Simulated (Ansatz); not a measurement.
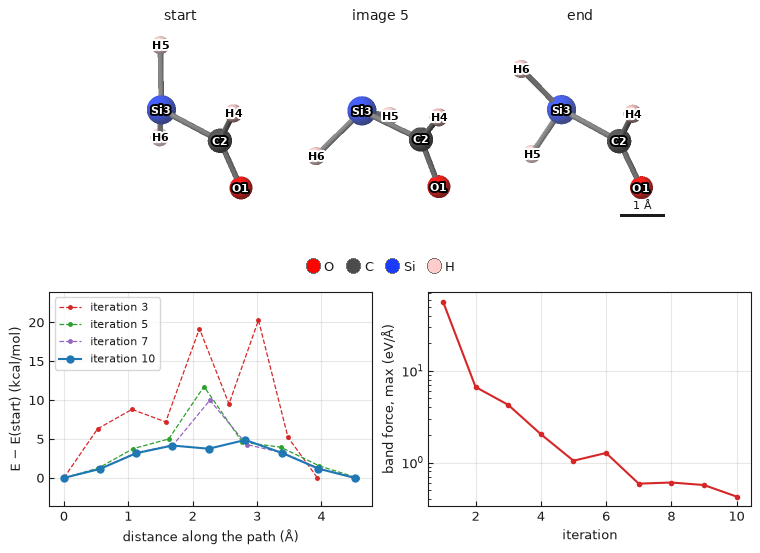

A nudged-elastic-band calculation for CH3OSi (multiplicity 2). Images are numbered from 0 (start) to 8 (end). The plot follows the band through its iterations. Style: ball-and-stick. Shown from a free direction.

The calculation used Ansatz, UKS PBE0-D4/def2-SVP. Set-up: 7 movable images; climbing image; force threshold 0.03 eV/Å; iteration limit 10; starting path through a guess of the saddle point.

Q: Judge this run.

A: The result isn't final. The band hadn't converged when the run stopped after 10 iterations. The largest component of the band force went from 57 to 0.42 eV/Å. The barrier read from it is provisional: over the last two iterations the highest image moved from 8.45 kcal/mol to 4.88 kcal/mol. The iteration limit was low. The first iteration put the highest image at 280.89 kcal/mol. The barrier is about 4.88 kcal/mol in both directions, with image 5 at the top; the ends have the same energy. The profile has 2 maxima (images 3, 5) with a dip at image 4 (+3.75 kcal/mol), which on an unconverged band is provisional.

The run took of the order of 2.7 core-minutes on a shared host.
